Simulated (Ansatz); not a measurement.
# CF2: the cost of one run

All numbers below are computed with Ansatz 0.2.0 (RKS PBE0/def2-SVP).

### Step 1. The system as given

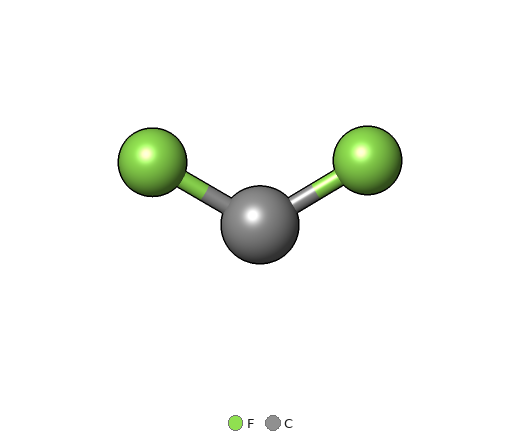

The starting structure, seen from a chosen angle (fluorine green, carbon grey).

Structure file:

```xyz
3

F     0.3969    1.0328    0.3328
C     0.3268   -0.2722    0.1497
F    -0.7238   -0.7606   -0.4825
```

### Step 2. Relaxing the start

Contents of input.yaml:

```yaml
crystal:
  periodic: [false, false, false]
  atoms:
    - { symbol: F, position_ang: [0.39694, 1.0328, 0.33277] }
    - { symbol: C, position_ang: [0.32682, -0.27218, 0.14973] }
    - { symbol: F, position_ang: [-0.72376, -0.76062, -0.4825] }
basis:
  gaussian: { orbitals: def2-SVP }
hamiltonian:
  xc: pbe0
relax:
  f_tol: 0.02
  max_steps: 40
```

On the command line:

```
$ ansatz run input.yaml --threads 1 --pin off --max-ram 2048MiB --backend cpu --events-out ev --progress --plain --runs-dir out
```

Q: Estimate wall time and peak memory on 1 thread of Intel Xeon Platinum 8375C at 2.90GHz (Ice Lake), shared host.

About 3.9 s, with a peak of 0.1 GiB.
